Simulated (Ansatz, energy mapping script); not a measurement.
**NiO in the rock-salt structure: exchange couplings from total energies**

How strongly do the moments of NiO in the rock-salt structure couple under LDA+U (7.2 eV)? The plan is to run several orders and fit a Heisenberg model.

Program: Ansatz 0.2.0. Level of theory: LDA with U = 7.2 eV on Ni d, ortho-atomic projectors; plane waves, U on orthogonalised atomic orbitals unless named otherwise, collinear spin, no spin–orbit coupling. Results are calculated unless marked as measured.

The experiments to compare with:

For NiO, rock-salt (unstrained reference value), “Band gap bowing in NixMg1−xO” (2016, pmc:4977526) quotes earlier work: lattice constant a (cubic lattice constant, quoted from earlier experiment) 4.177 Å [literature experimental value used as input for Vegard's law in the calculations; sample …].

For NiO, rock salt (literature value for NiO), “Observation and resonant x-ray optical interpretation of multi-atom resonant photoemission effects in O 1s emission from NiO” (2006, arxiv:cond-mat/0609101) quotes earlier work: ordering temperature (Neel temperature) 524 K [Literature value cited from another work, not measured on this sample.].

This is a report of a sequence of runs, with most program output left out.

### Step 1. Set-up

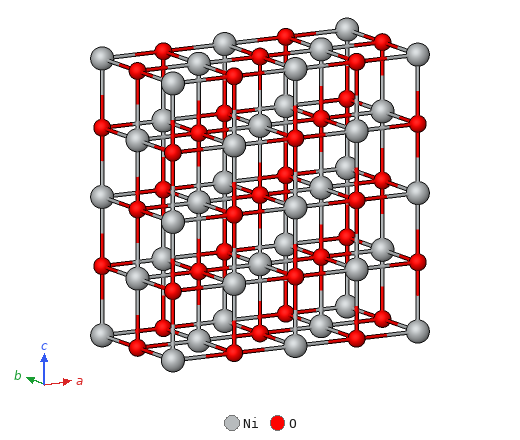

The cell as given, from a free direction (nickel light grey, oxygen red). 2×1×2 cells are drawn. This picture shows the conventional cell, with its axes. Some periodic images of atoms are drawn too.

This cell was built for the study (rocksalt prototype, lattice guessed from radii), not taken from an experiment; the compound need not form in this structure.

The cell was relaxed beforehand in Ansatz under PBEsol with U = 6 eV on Ni d, ortho-atomic projectors, from parallel moments.

The U corrects the self-interaction that lets semilocal functionals spread d and f electrons too far. Its value here is typed, not computed.

### Step 2. One set of occupation matrices for all orders

A corrected shell can settle in several orbital fillings. One parallel run, with an occupation width a fifth wider than the orders use, therefore is to supply the occupation matrices. All orders start from them.

The input, input.yaml:

```yaml
crystal:
  lattice:
    - [0.0, 2.10134405, 2.10134405]
    - [2.10134405, 0.0, 2.10134405]
    - [2.10134405, 2.10134405, 0.0]
  atoms:
    - { symbol: Ni, position: [0.0, 0.0, 0.0], spin: 2.0 }
    - { symbol: O, position: [0.5, 0.5, 0.5] }
magnetization:
  spin_polarized: true
kpoints:
  mp_grid: { grid: [11, 11, 11] }
hamiltonian:
  xc: lda
  hubbard:
    sites: [{ species: Ni, l: d, u_eff: 7.2 }]
    projectors: ortho-atomic
scf:
  occupations: { method: fermi_dirac, width: 0.06 }
output:
  eigenvalues: true
```

The run is started by

```console
ansatz run input.yaml --threads 4 --pin off --max-ram 8192MiB --backend cpu --events-out ev --progress --plain --runs-dir out
```

Elapsed: 2.8 s, on 4 threads of Arm Neoverse V1, shared host; peak memory 0.45 GiB.

This step gave:

| Property | Result |
| --- | --- |
| final state | ferromagnetic |
| electrons in the corrected shells | 8.283 e |
| largest moment | 1.711 μB |

### Step 3. Order 1: parallel, cell A of 4 atoms

Each cell gets its own parallel run on the same mesh, so that most of the mesh error cancels in the differences.

The input, input.yaml:

```yaml
crystal:
  lattice:
    - [0.0, -2.10134405, -2.10134405]
    - [-2.10134405, 0.0, -2.10134405]
    - [2.10134405, 2.10134405, -4.2026881]
  atoms:
    - { symbol: Ni, position: [0.5, 0.5, 0.5], spin: 2.0 }
    - { symbol: Ni, position: [0.0, 0.0, 0.0], spin: 2.0 }
    - { symbol: O, position: [0.75, 0.75, 0.75] }
    - { symbol: O, position: [0.25, 0.25, 0.25] }
magnetization:
  spin_polarized: true
kpoints:
  mp_grid: { grid: [11, 11, 11] }
hamiltonian:
  xc: lda
  hubbard:
    sites:
      - { species: Ni, l: d, u_eff: 7.2 }
      - { site: 0, l: d, u_eff: 7.2, starting_ns: [{ spin: up, occupation_matrix: ni1_major }, { spin: down, occupation_matrix: ni1_minor }] }
      - { site: 1, l: d, u_eff: 7.2, starting_ns: [{ spin: up, occupation_matrix: ni1_major }, { spin: down, occupation_matrix: ni1_minor }] }
    projectors: ortho-atomic
    occupation_matrices:
      ni1_major:
        matrix:
          - [0.998, 0.0, 0.0, 0.0, 0.0]
          - [0.0, 0.999, 0.0, 0.0, 0.0]
          - [0.0, 0.0, 0.999, 0.0, 0.0]
          - [0.0, 0.0, 0.0, 0.998, 0.0]
          - [0.0, 0.0, 0.0, 0.0, 0.999]
      ni1_minor:
        matrix:
          - [0.15, 0.0, 0.0, 0.0, 0.0]
          - [0.0, 0.997, 0.0, 0.0, 0.0]
          - [0.0, 0.0, 0.997, 0.0, 0.0]
          - [0.0, 0.0, 0.0, 0.15, 0.0]
          - [0.0, 0.0, 0.0, 0.0, 0.997]
scf:
  occupations: { method: fermi_dirac, width: 0.05 }
output:
  eigenvalues: true
```

Run time: 13 s. Hardware: 4 threads; peak memory 0.54 GiB.

Spin moment in the sphere by atom:

```
atom  spin moment in the sphere (μB)
 Ni1                            1.71
 Ni2                            1.71
  O3                            0.21
  O4                            0.21
```

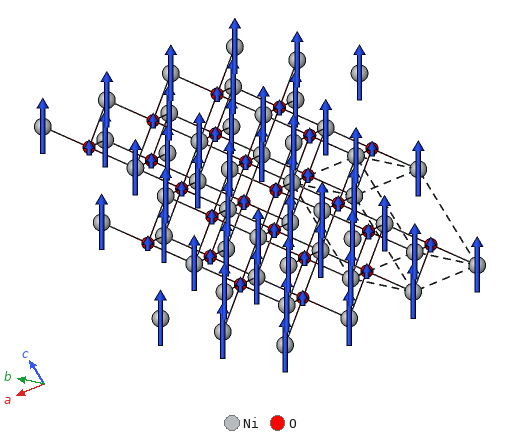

Spin moment in the sphere as arrows, the longest 1.71 μB. Up and down stand for the sign. Arrows give size and sign along the axis of quantisation, drawn up and down the page. Each arrow also spans its atom, so small moments look longer than they are. Bonds to atoms that aren't drawn are left out. 3×2×2 cells are drawn. Some periodic images of atoms are drawn too.

The run ends ferromagnetic.

### Step 4. Compensated +− start in cell A (4 atoms)

This order reverses 6 of the 12 neighbours at 2.97 Å, 6 of the 6 neighbours at 4.20 Å and 12 of the 24 neighbours at 5.15 Å, counted for an average magnetic atom.

Changes to input.yaml since step 3:

```diff
@@ -7,3 +7,3 @@
     - { symbol: Ni, position: [0.5, 0.5, 0.5], spin: 2.0 }
-    - { symbol: Ni, position: [0.0, 0.0, 0.0], spin: 2.0 }
+    - { symbol: Ni, position: [0.0, 0.0, 0.0], spin: -2.0 }
     - { symbol: O, position: [0.75, 0.75, 0.75] }
@@ -20,3 +20,3 @@
       - { site: 0, l: d, u_eff: 7.2, starting_ns: [{ spin: up, occupation_matrix: ni1_major }, { spin: down, occupation_matrix: ni1_minor }] }
-      - { site: 1, l: d, u_eff: 7.2, starting_ns: [{ spin: up, occupation_matrix: ni1_major }, { spin: down, occupation_matrix: ni1_minor }] }
+      - { site: 1, l: d, u_eff: 7.2, starting_ns: [{ spin: up, occupation_matrix: ni1_minor }, { spin: down, occupation_matrix: ni1_major }] }
     projectors: ortho-atomic
```

Wall time 7.3 s (4 threads); peak memory 0.51 GiB.

Spin moment in the sphere by atom:

```csv
atom,spin moment in the sphere (μB)
Ni1,1.65
Ni2,-1.65
O3,0.00
O4,0.00
```

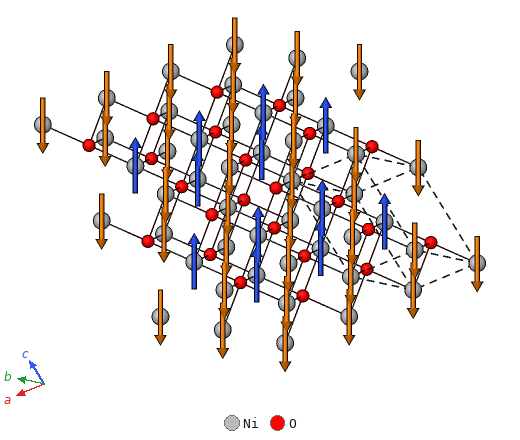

Spin moment in the sphere as arrows, the longest 1.65 μB. Up and down stand for the sign. Arrows give size and sign along the axis of quantisation, drawn up and down the page. The two directions have two colours. Bonds to atoms that aren't drawn are left out. 3×2×2 cells are drawn. Some periodic images of atoms are drawn too.

The run ends antiferromagnetic, 104.45 meV a magnetic atom below the parallel order of its cell.

### Step 5. Parallel start in cell B (4 atoms)

A new cell needs its own zero of energy.

This run holds the same structure in another cell (c 5.147 → 4.203 Å, α 73.2 → 90.0°, β 73.2 → 90.0°, γ 60.0 → 90.0°).

The input, input.yaml:

```yaml
crystal:
  lattice:
    - [0.0, -2.10134405, -2.10134405]
    - [0.0, 2.10134405, -2.10134405]
    - [4.2026881, 0.0, 0.0]
  atoms:
    - { symbol: Ni, position: [0.5, 0.5, 0.5], spin: 2.0 }
    - { symbol: Ni, position: [0.0, 0.0, 0.0], spin: 2.0 }
    - { symbol: O, position: [0.5, 0.5, 0.0] }
    - { symbol: O, position: [0.0, 0.0, 0.5] }
magnetization:
  spin_polarized: true
kpoints:
  mp_grid: { grid: [9, 9, 7] }
hamiltonian:
  xc: lda
  hubbard:
    sites:
      - { species: Ni, l: d, u_eff: 7.2 }
      - { site: 0, l: d, u_eff: 7.2, starting_ns: [{ spin: up, occupation_matrix: ni1_major }, { spin: down, occupation_matrix: ni1_minor }] }
      - { site: 1, l: d, u_eff: 7.2, starting_ns: [{ spin: up, occupation_matrix: ni1_major }, { spin: down, occupation_matrix: ni1_minor }] }
    projectors: ortho-atomic
    occupation_matrices:
      ni1_major:
        matrix:
          - [0.998, 0.0, 0.0, 0.0, 0.0]
          - [0.0, 0.999, 0.0, 0.0, 0.0]
          - [0.0, 0.0, 0.999, 0.0, 0.0]
          - [0.0, 0.0, 0.0, 0.998, 0.0]
          - [0.0, 0.0, 0.0, 0.0, 0.999]
      ni1_minor:
        matrix:
          - [0.15, 0.0, 0.0, 0.0, 0.0]
          - [0.0, 0.997, 0.0, 0.0, 0.0]
          - [0.0, 0.0, 0.997, 0.0, 0.0]
          - [0.0, 0.0, 0.0, 0.15, 0.0]
          - [0.0, 0.0, 0.0, 0.0, 0.997]
scf:
  occupations: { method: fermi_dirac, width: 0.05 }
output:
  eigenvalues: true
```

It took 3.9 s on 4 threads; peak memory 0.39 GiB; 14 s of CPU time.

The run ends ferromagnetic. For each magnetic atom its energy differs from the parallel run of the first cell by 0.05 meV, an error that one common reference would have brought in.

### Step 6. Order 4: compensated +−, cell B of 4 atoms

This order reverses 8 of the 12 neighbours at 2.97 Å, 0 of the 6 neighbours at 4.20 Å and 16 of the 24 neighbours at 5.15 Å, counted for an average magnetic atom.

Changes to input.yaml since step 5:

```diff
@@ -7,3 +7,3 @@
     - { symbol: Ni, position: [0.5, 0.5, 0.5], spin: 2.0 }
-    - { symbol: Ni, position: [0.0, 0.0, 0.0], spin: 2.0 }
+    - { symbol: Ni, position: [0.0, 0.0, 0.0], spin: -2.0 }
     - { symbol: O, position: [0.5, 0.5, 0.0] }
@@ -20,3 +20,3 @@
       - { site: 0, l: d, u_eff: 7.2, starting_ns: [{ spin: up, occupation_matrix: ni1_major }, { spin: down, occupation_matrix: ni1_minor }] }
-      - { site: 1, l: d, u_eff: 7.2, starting_ns: [{ spin: up, occupation_matrix: ni1_major }, { spin: down, occupation_matrix: ni1_minor }] }
+      - { site: 1, l: d, u_eff: 7.2, starting_ns: [{ spin: up, occupation_matrix: ni1_minor }, { spin: down, occupation_matrix: ni1_major }] }
     projectors: ortho-atomic
```

Run time: 3.1 s. Hardware: 4 threads; peak memory 0.39 GiB; 9.6 s of CPU time.

The run ends antiferromagnetic, 13.52 meV a magnetic atom above the parallel order of its cell.

### Step 7. Parallel start in cell C (6 atoms)

The parallel order again, as the reference for this cell.

The input, input.yaml:

```yaml
crystal:
  lattice:
    - [0.0, -2.10134405, -2.10134405]
    - [-4.2026881, 0.0, 0.0]
    - [2.10134405, 4.2026881, -2.10134405]
  atoms:
    - { symbol: Ni, position: [0.666666667, 0.666666667, 0.333333333], spin: 2.0 }
    - { symbol: Ni, position: [0.333333333, 0.333333333, 0.666666667], spin: 2.0 }
    - { symbol: Ni, position: [0.0, 0.0, 0.0], spin: 2.0 }
    - { symbol: O, position: [0.666666667, 0.166666667, 0.333333333] }
    - { symbol: O, position: [0.333333333, 0.833333333, 0.666666667] }
    - { symbol: O, position: [0.0, 0.5, 0.0] }
magnetization:
  spin_polarized: true
kpoints:
  mp_grid: { grid: [10, 10, 10] }
hamiltonian:
  xc: lda
  hubbard:
    sites:
      - { species: Ni, l: d, u_eff: 7.2 }
      - { site: 0, l: d, u_eff: 7.2, starting_ns: [{ spin: up, occupation_matrix: ni1_major }, { spin: down, occupation_matrix: ni1_minor }] }
      - { site: 1, l: d, u_eff: 7.2, starting_ns: [{ spin: up, occupation_matrix: ni1_major }, { spin: down, occupation_matrix: ni1_minor }] }
      - { site: 2, l: d, u_eff: 7.2, starting_ns: [{ spin: up, occupation_matrix: ni1_major }, { spin: down, occupation_matrix: ni1_minor }] }
    projectors: ortho-atomic
    occupation_matrices:
      ni1_major:
        matrix:
          - [0.998, 0.0, 0.0, 0.0, 0.0]
          - [0.0, 0.999, 0.0, 0.0, 0.0]
          - [0.0, 0.0, 0.999, 0.0, 0.0]
          - [0.0, 0.0, 0.0, 0.998, 0.0]
          - [0.0, 0.0, 0.0, 0.0, 0.999]
      ni1_minor:
        matrix:
          - [0.15, 0.0, 0.0, 0.0, 0.0]
          - [0.0, 0.997, 0.0, 0.0, 0.0]
          - [0.0, 0.0, 0.997, 0.0, 0.0]
          - [0.0, 0.0, 0.0, 0.15, 0.0]
          - [0.0, 0.0, 0.0, 0.0, 0.997]
scf:
  occupations: { method: fermi_dirac, width: 0.05 }
output:
  eigenvalues: true
```

Elapsed: 29 s, on 4 threads; peak memory 0.93 GiB.

The run ends ferromagnetic. For each magnetic atom its energy differs from the parallel run of the first cell by 0.04 meV, an error that one common reference would have brought in.

### Step 8. Order 6: uncompensated ++−, cell C of 6 atoms

This order reverses 6.67 of the 12 neighbours at 2.97 Å, 2.67 of the 6 neighbours at 4.20 Å and 8 of the 24 neighbours at 5.15 Å, counted for an average magnetic atom.

Changes to input.yaml since step 7:

```diff
@@ -8,3 +8,3 @@
     - { symbol: Ni, position: [0.333333333, 0.333333333, 0.666666667], spin: 2.0 }
-    - { symbol: Ni, position: [0.0, 0.0, 0.0], spin: 2.0 }
+    - { symbol: Ni, position: [0.0, 0.0, 0.0], spin: -2.0 }
     - { symbol: O, position: [0.666666667, 0.166666667, 0.333333333] }
@@ -23,3 +23,3 @@
       - { site: 1, l: d, u_eff: 7.2, starting_ns: [{ spin: up, occupation_matrix: ni1_major }, { spin: down, occupation_matrix: ni1_minor }] }
-      - { site: 2, l: d, u_eff: 7.2, starting_ns: [{ spin: up, occupation_matrix: ni1_major }, { spin: down, occupation_matrix: ni1_minor }] }
+      - { site: 2, l: d, u_eff: 7.2, starting_ns: [{ spin: up, occupation_matrix: ni1_minor }, { spin: down, occupation_matrix: ni1_major }] }
     projectors: ortho-atomic
```

It took 29 s on 4 threads; peak memory 0.94 GiB.

The run ends ferrimagnetic, 45.02 meV a magnetic atom below the parallel order of its cell.

### Step 9. Run 7 (parallel; cell D, 6 atoms)

This run holds the same structure in another cell (b 4.203 → 2.972 Å, c 5.147 → 7.279 Å, α 114.1 → 90.0°, β 106.8 → 90.0°, γ 90.0 → 120.0°).

The input, input.yaml:

```yaml
crystal:
  lattice:
    - [0.0, 2.10134405, 2.10134405]
    - [-2.10134405, 0.0, -2.10134405]
    - [-4.2026881, -4.2026881, 4.2026881]
  atoms:
    - { symbol: Ni, position: [0.0, 0.0, 0.0], spin: 2.0 }
    - { symbol: Ni, position: [0.333333333, 0.666666667, 0.666666667], spin: 2.0 }
    - { symbol: Ni, position: [0.666666667, 0.333333333, 0.333333333], spin: 2.0 }
    - { symbol: O, position: [0.666666667, 0.333333333, 0.833333333] }
    - { symbol: O, position: [0.0, 0.0, 0.5] }
    - { symbol: O, position: [0.333333333, 0.666666667, 0.166666667] }
magnetization:
  spin_polarized: true
kpoints:
  mp_grid: { grid: [11, 11, 4] }
hamiltonian:
  xc: lda
  hubbard:
    sites:
      - { species: Ni, l: d, u_eff: 7.2 }
      - { site: 0, l: d, u_eff: 7.2, starting_ns: [{ spin: up, occupation_matrix: ni1_major }, { spin: down, occupation_matrix: ni1_minor }] }
      - { site: 1, l: d, u_eff: 7.2, starting_ns: [{ spin: up, occupation_matrix: ni1_major }, { spin: down, occupation_matrix: ni1_minor }] }
      - { site: 2, l: d, u_eff: 7.2, starting_ns: [{ spin: up, occupation_matrix: ni1_major }, { spin: down, occupation_matrix: ni1_minor }] }
    projectors: ortho-atomic
    occupation_matrices:
      ni1_major:
        matrix:
          - [0.998, 0.0, 0.0, 0.0, 0.0]
          - [0.0, 0.999, 0.0, 0.0, 0.0]
          - [0.0, 0.0, 0.999, 0.0, 0.0]
          - [0.0, 0.0, 0.0, 0.998, 0.0]
          - [0.0, 0.0, 0.0, 0.0, 0.999]
      ni1_minor:
        matrix:
          - [0.15, 0.0, 0.0, 0.0, 0.0]
          - [0.0, 0.997, 0.0, 0.0, 0.0]
          - [0.0, 0.0, 0.997, 0.0, 0.0]
          - [0.0, 0.0, 0.0, 0.15, 0.0]
          - [0.0, 0.0, 0.0, 0.0, 0.997]
scf:
  occupations: { method: fermi_dirac, width: 0.05 }
output:
  eigenvalues: true
```

The job ended after 12 s (4 threads; peak memory 0.53 GiB; 39 s of CPU time).

The run ends ferromagnetic. For each magnetic atom its energy differs from the parallel run of the first cell by 0.01 meV, an error that one common reference would have brought in.

### Step 10. Run 8 (uncompensated ++−; cell D, 6 atoms)

This order reverses 4 of the 12 neighbours at 2.97 Å, 4 of the 6 neighbours at 4.20 Å and 12 of the 24 neighbours at 5.15 Å, counted for an average magnetic atom.

Changes to input.yaml since step 9:

```diff
@@ -8,3 +8,3 @@
     - { symbol: Ni, position: [0.333333333, 0.666666667, 0.666666667], spin: 2.0 }
-    - { symbol: Ni, position: [0.666666667, 0.333333333, 0.333333333], spin: 2.0 }
+    - { symbol: Ni, position: [0.666666667, 0.333333333, 0.333333333], spin: -2.0 }
     - { symbol: O, position: [0.666666667, 0.333333333, 0.833333333] }
@@ -23,3 +23,3 @@
       - { site: 1, l: d, u_eff: 7.2, starting_ns: [{ spin: up, occupation_matrix: ni1_major }, { spin: down, occupation_matrix: ni1_minor }] }
-      - { site: 2, l: d, u_eff: 7.2, starting_ns: [{ spin: up, occupation_matrix: ni1_major }, { spin: down, occupation_matrix: ni1_minor }] }
+      - { site: 2, l: d, u_eff: 7.2, starting_ns: [{ spin: up, occupation_matrix: ni1_minor }, { spin: down, occupation_matrix: ni1_major }] }
     projectors: ortho-atomic
```

It took 9.9 s on 4 threads; peak memory 0.54 GiB; 35 s of CPU time.

The run ends ferrimagnetic, 72.78 meV a magnetic atom below the parallel order of its cell.

[end of part 1 of 2]

[Logs and program files are shortened in this print: banners, set-up blocks, solver, clock and traceback lines can be left out without a mark of their own.]

[Logs are printed without paths, hosts, clocks, repeated set-up lines and the standing remarks that a program may print on its own settings, such as how far it seeks lower states.]

[Hosts, paths, dates, database ids (printed as entryN), source tags and the programs' standing remarks are cut or masked in the printed files.]

[Where a cell is said to come from a database of computed structures, the database is the Materials Project.]
